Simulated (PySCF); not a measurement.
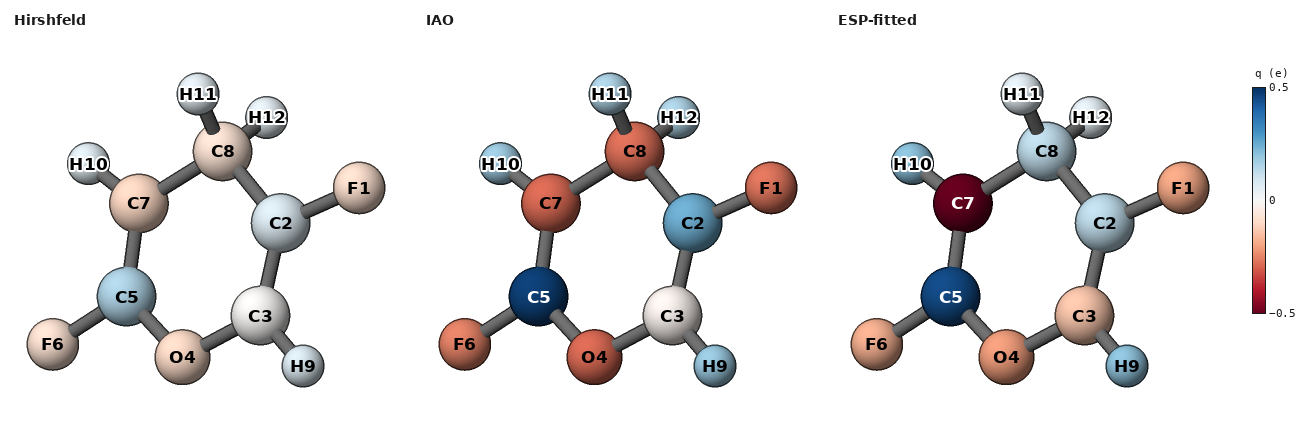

Atomic charges of one calculation by 3 schemes, on one colour scale. The geometry was computed by an optimisation with GFN2-xTB. No frequency run is at hand to confirm it as a minimum. Method: PBE0/pcSseg-1 (PySCF 2.14.0).

Question. On which atom do the schemes disagree most?

Answer. On C7 (from −0.50 to −0.10 e); C8 (from −0.28 to 0.13 e).

List the charges (e), one line for each set of equivalent atoms.

```csv
atom,Hirshfeld,IAO,ESP-fitted
F1,−0.08,−0.27,−0.19
C2,0.07,0.24,0.13
C3,−0.01,−0.02,−0.14
O4,−0.10,−0.28,−0.21
C5,0.15,0.47,0.45
F6,−0.07,−0.25,−0.18
C7,−0.10,−0.28,−0.50
C8,−0.07,−0.28,0.13
H9,0.07,0.19,0.20
H10,0.06,0.18,0.20
"H11, H12",0.05,0.16,0.05
```
